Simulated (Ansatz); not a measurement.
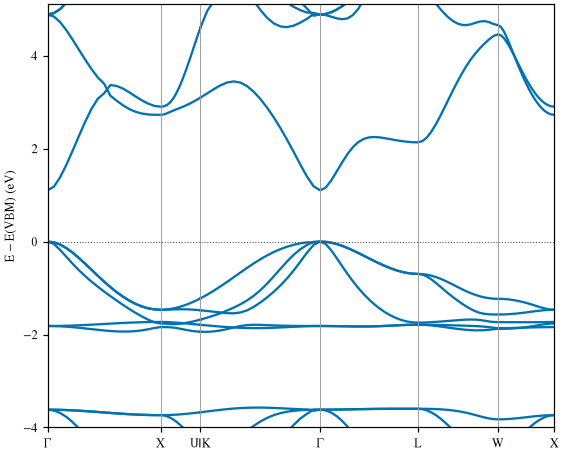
Fig. 1. Band structure from PBE (plane waves, PAW; program Ansatz)

**Question.** Read off the gap and where the band edges lie.

**Answer.** About 1.1 eV (1.10 eV by a search for the band edges); maximum at Γ, minimum at Γ.

**Question.** Pick the material that matches.
(A) CuI, zinc blende
(B) K2S, anti-fluorite
(C) CaS, rock salt

**Answer.** A, CuI, zinc blende

Space group F-43m (zinc blende). The PBE relaxation kept the symmetry of its start; phonons on a q-mesh show no instability. The run is not spin-polarised. Spin–orbit coupling is left out wherever it is not named.

Potentials: the later of the program's two PAW sets.
